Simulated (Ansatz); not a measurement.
Consider ClFH4Sn.

The calculation's input:

```
crystal:
  periodic: [false, false, false]
  atoms:
    - {symbol: Sn, position_ang: [-0.745198, -0.087698, -0.141501]}
    - {symbol: F, position_ang: [0.869671, -0.306840, 1.278001]}
    - {symbol: H, position_ang: [-0.644198, -1.179344, -1.431356]}
    - {symbol: H, position_ang: [-1.687191, -0.741866, 1.126624]}
    - {symbol: H, position_ang: [-1.152966, 1.531572, -0.414001]}
    - {symbol: H, position_ang: [1.556504, 0.100681, 0.521293]}
    - {symbol: Cl, position_ang: [1.803478, 0.683394, -0.939060]}
basis:
  gaussian: {orbitals: def2-TZVPP}
hamiltonian: {xc: pbe0, dispersion: d4}
output: {orbitals: {seedname: orbitals}}
```

Run with:

```sh
ansatz run in.yaml --threads 4 --pin off --events-out ev --progress --plain --max-ram 9574MiB
```

A transition-state structure; geometry: PBE0-D4/def2-TZVP; core potentials replace the inner electrons of Sn.

Method: RKS PBE0-D4/def2-TZVPP in Ansatz 0.2.0.

What will maps of the electron density and electron localisation function show?

Answer. Sn–F (2.16 Å): the density is about 0.45 e/Å³ at the midpoint; the ELF is about 0.10 at the midpoint.
Sn–Cl (2.78 Å): the density is about 0.26 e/Å³ at the midpoint; the ELF peaks at about 0.85 in the valence shell of Cl, 0.8 Å from its nucleus, and drops to about 0.15 between the two atoms.
F–H (1.10 Å): ρ at the midpoint is about 3.1 e/Å³; the ELF climbs to about 0.90 towards the hydrogen, as it does in any bond to H.
Cl–H (1.59 Å): ρ at the midpoint is about 1.3 e/Å³; the ELF peaks at about 0.85 between the atoms.

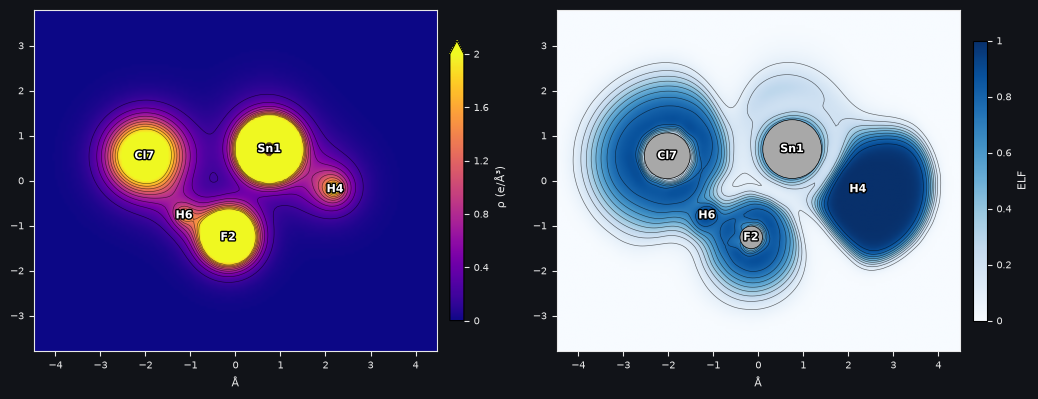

Computed electron density and electron localisation function on the plane of atoms Sn1, F2 and H6, in this order. Grey discs cover the atomic cores in the ELF map. 
